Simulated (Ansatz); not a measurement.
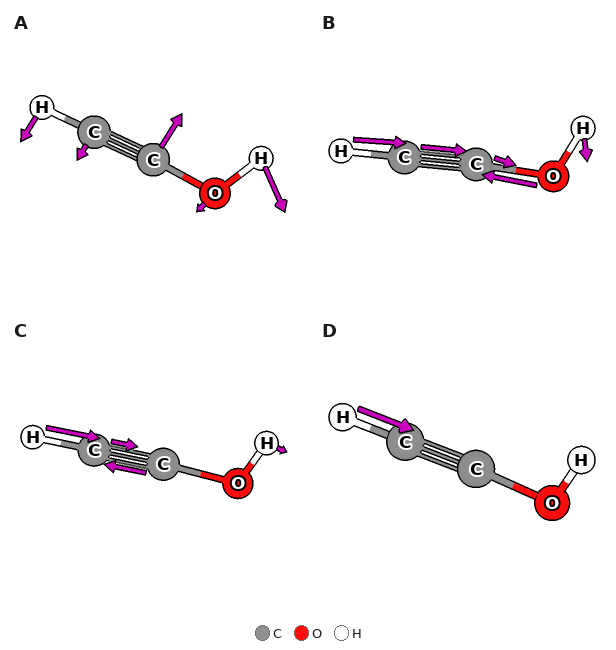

4 normal modes of one molecule or complex, as arrows. Harmonic vibrations computed with RKS PBE0-D4/def2-TZVP (Ansatz 0.2.0) at a stationary point of the same level.

Match the panels to the wavenumbers 409 cm⁻¹, 1111 cm⁻¹, 2303 cm⁻¹, 3500 cm⁻¹.

A: 409 cm⁻¹
B: 1111 cm⁻¹, C–O stretching
C: 2303 cm⁻¹
D: 3500 cm⁻¹, C–H stretching
